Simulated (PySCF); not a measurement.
C4H5N3 (SMILES Cc1ccnnn1)

The calculation's input:

```
{"job": {"kind": "nmr", "xc": "PBE0", "basis": "pcSseg-1"}, "charge": 0, "multiplicity": 1}
C     -1.852134     0.055049     0.095196
C     -0.380317     0.237215    -0.039091
C      0.532337    -0.800141     0.163958
C      1.863659    -0.458174     0.000288
N      2.220480     0.778846    -0.329216
N      1.321777     1.685069    -0.500925
N      0.061564     1.450219    -0.366817
H     -2.355096     0.995643    -0.107951
H     -2.200669    -0.703100    -0.604446
H     -2.096939    -0.278506     1.102455
H      0.215300    -1.796752     0.430912
H      2.671236    -1.166055     0.129609
```

Launched as:

```sh
OMP_NUM_THREADS=1 python probes_run.py task.json out
```

Geometry: GFN2-xTB.

Computed with PBE0/pcSseg-1, SCF density, gas phase, non-relativistic (PySCF).

Predict the electron density and electron localisation function between the atoms.

N–N (1.29 Å): ρ is about 2.9 e/Å³ halfway; the ELF peaks at about 0.90 between the atoms: localised, covalent bonding.
C–N (1.33 Å): ρ at the midpoint is about 2.5 e/Å³; the ELF peaks at about 0.90 between the atoms, as expected for a covalent bond.
C–C (1.38 Å): the density is about 2.1 e/Å³ at the midpoint; the ELF peaks at about 0.95 between the atoms (a covalent bond).
C–H (1.08 Å): the density is about 2.1 e/Å³ at the midpoint; the ELF climbs to about 1 towards the hydrogen, as it does in any bond to H: a covalent bond by its length.

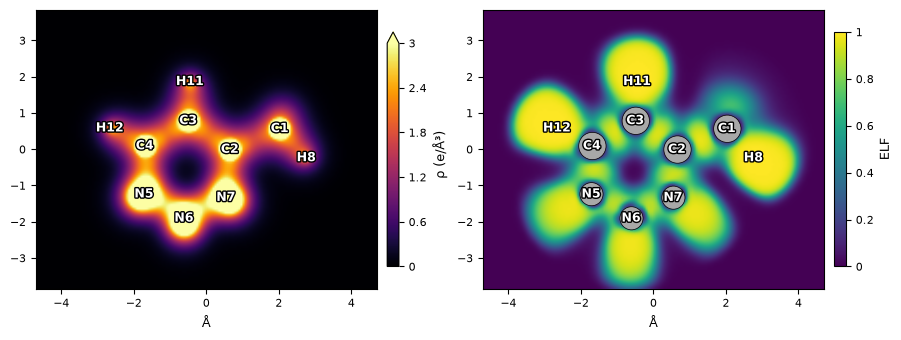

Computed electron density and electron localisation function on the plane of atoms C2, N7 and N6, in this order. Grey discs cover the atomic cores in the ELF map. 
